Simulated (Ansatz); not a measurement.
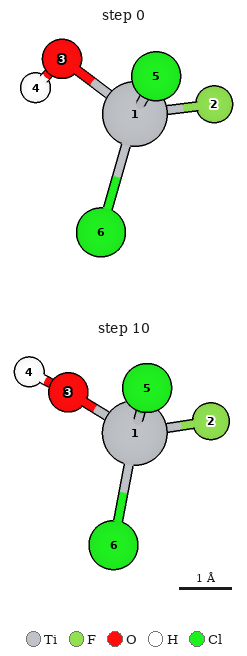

The structure of TiHOCl2F before (top) and after (bottom) a relaxation, at one scale.

Style: ball-and-stick. Shown from a free direction.

The run prepares the start of a later molecular dynamics calculation, from a guessed geometry.

Method: Ansatz 0.2.0, RHF/def2-SVP. (no spin polarisation; force threshold 0.02 eV/Å; at most 40 steps)

Question: What changed between the two?

Answer: The largest move after the best rigid fit is that of H4, 0.59 Å. Largest moves by element: H 0.59 Å, O 0.42 Å, Cl 0.30 Å, F 0.13 Å, Ti 0.12 Å. Some distances before and after: Ti1–O3 1.920 → 1.709 Å, Ti1–Cl5 2.368 → 2.202 Å, Ti1–F2 1.830 → 1.720 Å, O3–H4 1.010 → 0.946 Å. Among the angles between lasting bonds that change: Ti1–O3–H4 109.5° → 175.7°. Over 9 accepted moves (10 points after the start) the energy falls by 1.441 eV. The largest force component goes from 3.6 to 0.015 eV/Å. The line search rejected the trial step at point 5 of the run.

Limits of the set-up: Hartree-Fock leaves out electron correlation.
